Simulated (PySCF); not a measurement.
# Se6: the cost of one run

Programs: PySCF 2.14.0, with density-fitted response routines of our own. Each step states its level of theory. These are calculated values for one molecule in the gas phase, unless marked as measured. Atoms count from 0, in the outputs and in this text.

### Step 1. The molecule as given

6 atoms, charge 0, multiplicity 1; geometry from: GFN2-xTB.

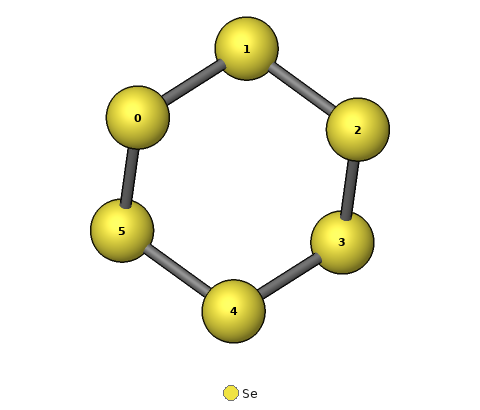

As it starts; selenium yellow, atoms numbered.

### Step 2. Optimising the geometry at PBE0-D3(BJ)/def2-SVP

Job settings and geometry (Å):

```
{"job": {"xc": "PBE0", "basis": "def2-SVP", "d3": "d3bj", "grid": 1, "kind": "geom"}, "charge": 0, "multiplicity": 1}
Se     1.100370    -1.837340    -0.249730
Se     2.137560     0.129790     0.501770
Se     0.951080     1.797460    -0.651100
Se    -1.098300     1.840870     0.496100
Se    -2.133680    -0.127730    -0.259310
Se    -0.950780    -1.799070     0.892130
```

Started as:

```sh
OMP_NUM_THREADS=1 python probes_run.py task.json out
```

This one command runs all jobs of the session in turn.

Q: Estimate the wall time and peak memory of this first job on 1 thread of AMD EPYC 9R45, shared host.

About 4.2 min, with a peak of 1.1 GiB.
